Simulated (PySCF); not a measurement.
## What a change does: excited-state calculation on CH₃F₃Si

System: CH₃F₃Si.
Method of the first run: TDDFT LC-wPBE/def2-SVPD, vertical, gas phase, core orbitals frozen in the response (PySCF 2.14.0).

The geometry comes from this level: PBE0-D3(BJ)/def2-SVP. Text and figures count atoms from 1; the logs count them from 0 in places.

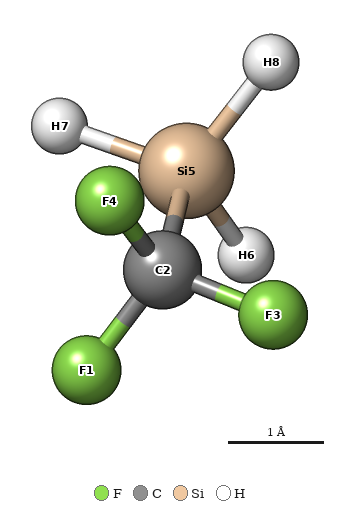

**Figure 1.** The structure as given in the input (ball-and-stick view, seen at an oblique angle; atoms are numbered from 1 in the order of the input).

## Input, the first run
```
{"job": {"kind": "uv", "xc": "LC-wPBE", "basis": "def2-SVPD", "ip": true}, "charge": 0, "multiplicity": 1}
F      1.415657    -0.235402    -1.271938
C      0.948144    -0.126120    -0.019377
F      1.586456     0.903880     0.554095
F      1.311069    -1.236358     0.639985
Si    -0.967560     0.124068     0.006106
H     -1.267480     1.377603    -0.737399
H     -1.587033    -1.055895    -0.655486
H     -1.389816     0.226947     1.429282
```

The first line tells a small driver script what to run in PySCF; the rest is the geometry in Å.

Launched with:
```bash
OMP_NUM_THREADS=1 python <driver script> task.json out
```

Hardware: 1 CPU thread, shared host.

## Output (the first run)
```
coarse grid: 7832 points
cycle   1  E = -628.0642187193  dE =  5.433e-01  |g| = 8.854e-01  |ddm| = 2.806e+00
cycle   2  E = -628.0764377127  dE = -1.222e-02  |g| = 9.513e-01  |ddm| = 1.280e+00
cycle   3  E = -628.2178316181  dE = -1.414e-01  |g| = 5.468e-02  |ddm| = 6.348e-01
cycle   4  E = -628.2185011466  dE = -6.695e-04  |g| = 1.883e-02  |ddm| = 1.087e-01
cycle   5  E = -628.2186243107  dE = -1.232e-04  |g| = 3.831e-03  |ddm| = 5.409e-02
cycle   6  E = -628.2186277224  dE = -3.412e-06  |g| = 7.304e-04  |ddm| = 1.330e-02
final grid: 74064 points
cycle   7  E = -628.3268542064  dE = -3.140e-05  |g| = 1.310e-02  |ddm| = 4.030e-02
cycle   8  E = -628.3268516562  dE =  2.550e-06  |g| = 1.365e-02  |ddm| = 1.464e-02
cycle   9  E = -628.3268808887  dE = -2.923e-05  |g| = 4.023e-04  |ddm| = 7.521e-03
cycle  10  E = -628.3268809353  dE = -4.661e-08  |g| = 1.757e-04  |ddm| = 6.869e-04
cycle  11  E = -628.3268809453  dE = -9.937e-09  |g| = 2.730e-05  |ddm| = 3.236e-04
cycle  12  E = -628.3268809457  dE = -4.876e-10  |g| = 1.208e-05  |ddm| = 7.788e-05
converged SCF energy = -628.3268809457

Static polarisability (au): isotropic 43.282, principal 41.954 41.969 45.925

Singlet excitations
state   eV       nm        f      main configurations
  1   9.2533    134.0   0.00072   H-1->L+1 0.66, H->L+3 0.19
  2   9.2542    134.0   0.00072   H-2->L+1 0.66, H->L+2 0.19
  3   9.5399    130.0   0.05366   H->L+1 0.78, H->L 0.16
  4   9.6404    128.6   0.00928   H->L+3 0.57, H-1->L+1 0.16, H->L+2 0.08
  5   9.6414    128.6   0.00932   H->L+2 0.56, H-2->L+1 0.17, H->L+3 0.08
  6   9.8113    126.4   0.00000   H-2->L+3 0.46, H-1->L+2 0.46
  7  10.2720    120.7   0.29496   H->L 0.76, H->L+1 0.12
  8  10.3715    119.5   0.25496   H-1->L 0.88
  9  10.3724    119.5   0.25616   H-2->L 0.88
 10  10.8767    114.0   0.15910   H-2->L+2 0.30, H-1->L+3 0.30, H->L+6 0.11

Triplet excitations (Tamm-Dancoff, eV): 8.3896 8.5294 8.5297 8.6156
Vertical ionisation energy (delta-SCF) = 12.3562 eV
```

For the second run the input was changed thus:
```diff
-"xc": "LC-wPBE"
+"xc": "wB97X-D"
```

Predict how the results change.

The total energies belong to different methods, so their difference says nothing on which is more stable or more accurate. The HOMO goes from −12.49 to −11.66 eV. The LUMO goes from 2.00 to 1.81 eV. The dipole moment goes from 2.22 to 2.18 D. The lowest excitation goes from 9.25 to 9.06 eV. The strongest computed line goes from 10.27 to 9.78 eV. The functional changes from LC-wPBE to wB97X-D. The number of SCF iterations is the same.

## Output (the second run)
```
coarse grid: 7832 points
cycle   1  E = -628.2814457689  dE =  5.149e-01  |g| = 8.448e-01  |ddm| = 2.829e+00
cycle   2  E = -628.2653700746  dE =  1.608e-02  |g| = 9.758e-01  |ddm| = 1.271e+00
cycle   3  E = -628.4165293762  dE = -1.512e-01  |g| = 4.465e-02  |ddm| = 6.457e-01
cycle   4  E = -628.4169498956  dE = -4.205e-04  |g| = 1.632e-02  |ddm| = 9.091e-02
cycle   5  E = -628.4170198880  dE = -6.999e-05  |g| = 3.265e-03  |ddm| = 3.787e-02
cycle   6  E = -628.4170234442  dE = -3.556e-06  |g| = 8.250e-04  |ddm| = 9.623e-03
final grid: 74064 points
cycle   7  E = -628.4970789606  dE = -9.256e-05  |g| = 7.413e-03  |ddm| = 9.637e-02
cycle   8  E = -628.4970810902  dE = -2.130e-06  |g| = 7.618e-03  |ddm| = 1.512e-02
cycle   9  E = -628.4970891883  dE = -8.098e-06  |g| = 5.737e-04  |ddm| = 4.213e-03
cycle  10  E = -628.4970892635  dE = -7.519e-08  |g| = 3.368e-04  |ddm| = 1.399e-03
cycle  11  E = -628.4970892879  dE = -2.446e-08  |g| = 3.433e-05  |ddm| = 4.574e-04
cycle  12  E = -628.4970892884  dE = -4.043e-10  |g| = 2.065e-05  |ddm| = 8.331e-05
converged SCF energy = -628.4970892884

Static polarisability (au): isotropic 43.725, principal 42.315 42.329 46.530

Singlet excitations
state   eV       nm        f      main configurations
  1   9.0643    136.8   0.00085   H-1->L 0.65, H->L+3 0.25
  2   9.0647    136.8   0.00083   H-2->L 0.65, H->L+2 0.25
  3   9.1390    135.7   0.05012   H->L 0.93
  4   9.3956    132.0   0.00748   H->L+3 0.64, H-1->L 0.20
  5   9.3966    131.9   0.00752   H->L+2 0.63, H-2->L 0.21
  6   9.6234    128.8   0.00000   H-2->L+3 0.48, H-1->L+2 0.48
  7   9.7812    126.8   0.22249   H->L+1 0.88
  8  10.0016    124.0   0.17355   H-1->L+1 0.92
  9  10.0027    124.0   0.17460   H-2->L+1 0.92
 10  10.4724    118.4   0.18221   H-2->L+3 0.32, H-1->L+2 0.31, H->L+6 0.13

Triplet excitations (Tamm-Dancoff, eV): 8.2580 8.5921 8.5932 8.6369
Vertical ionisation energy (delta-SCF) = 12.2164 eV
```

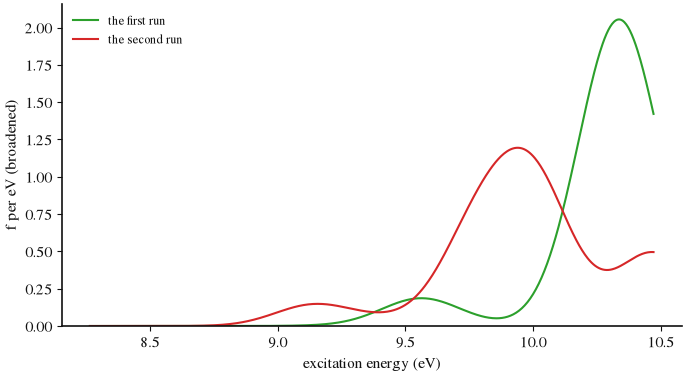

**Figure 2.** Absorption of the two runs from their computed states, each broadened by a Gaussian of 0.35 eV full width; the range ends where the shorter list of states ends.

## The two runs side by side

| quantity | the first run | the second run |
| --- | --- | --- |
| outcome | converged | converged |
| total energy (hartree) | −628.326881 | −628.497089 |
| HOMO (eV) | −12.49 | −11.66 |
| LUMO (eV) | 2.00 | 1.81 |
| dipole moment (D) | 2.22 | 2.18 |
| lowest excitation (eV) | 9.25 | 9.06 |
| SCF iterations | 12 | 12 |
| strongest computed line (eV) | 10.27 | 9.78 |
| basis functions | 137 | 137 |
| wall time (shared host) | 52 s | 35 s |
